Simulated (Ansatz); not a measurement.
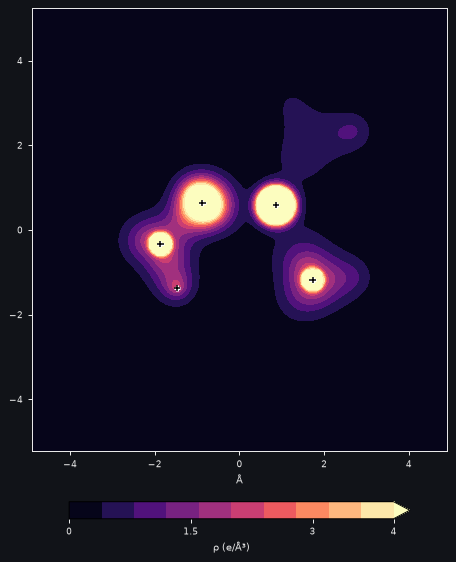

The total electron density on a plane through atoms (crosses mark nuclei in the plane).

Computed with isolated molecule in a Gaussian basis; Kohn-Sham density functional theory, functional PBE0 in Ansatz.

Candidates:
A. C4H10AlF (SMILES C[CH2][Al]([F])[CH2]C)
B. C3H11AlOS (SMILES C[O][Al-]([CH3])([CH3])[SH2+])
C. CH3Cl2F2NW (SMILES C[N]=[W]([F])([F])([Cl])[Cl])

### Which system is this?

Candidate B: C3H11AlOS on the plane of atoms C1, O5 and Al4, which holds C, Al, O and H. C–O (1.38 Å): the density is about 2.1 e/Å³ at the midpoint, with its minimum of 1.8 e/Å³ about 0.5 Å from C. Al–O (1.73 Å): ρ is about 0.76 e/Å³ halfway.
